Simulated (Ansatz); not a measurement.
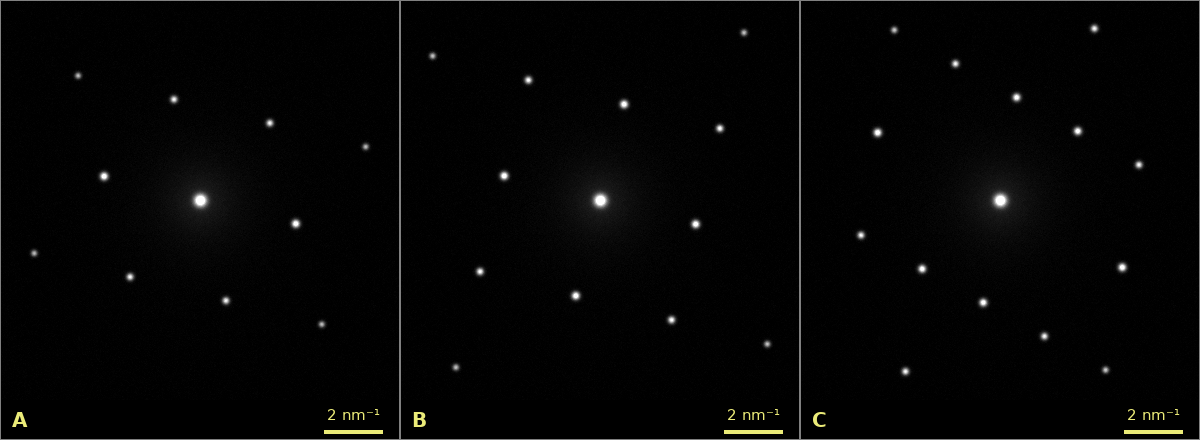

The patterns are kinematic simulations for 200 kV electrons (no multiple scattering; isotropic B = 0.5 Å²).

All three come from Sn, space group I4_1/amd (No. 141), a = 5.79 Å, c = 3.12 Å. Structure: coordinates from a relaxation with Ansatz, DFT LDA, scalar-relativistic, plane waves, PAW.

```
atom  site  symmetry       x       y       z
  Sn    4a      -4m2  0.5000  0.0000  0.7500
```

### Assign the zone axes [001], [100], [111] to A, B and C.

A is [100]: centred rectangular net of 0 2 0 at d = 2.89 Å and 0 1 1 at d = 2.75 Å, at 61.6°. B is [001]: square net of 2 0 0 at d = 2.89 Å and 0 2 0 at d = 2.89 Å, at 90.0°. C is [111]: centred rectangular net of 1 -1 0 (itself extinct) at d = 4.09 Å and 1 0 -1 at d = 2.75 Å, at 70.4°.
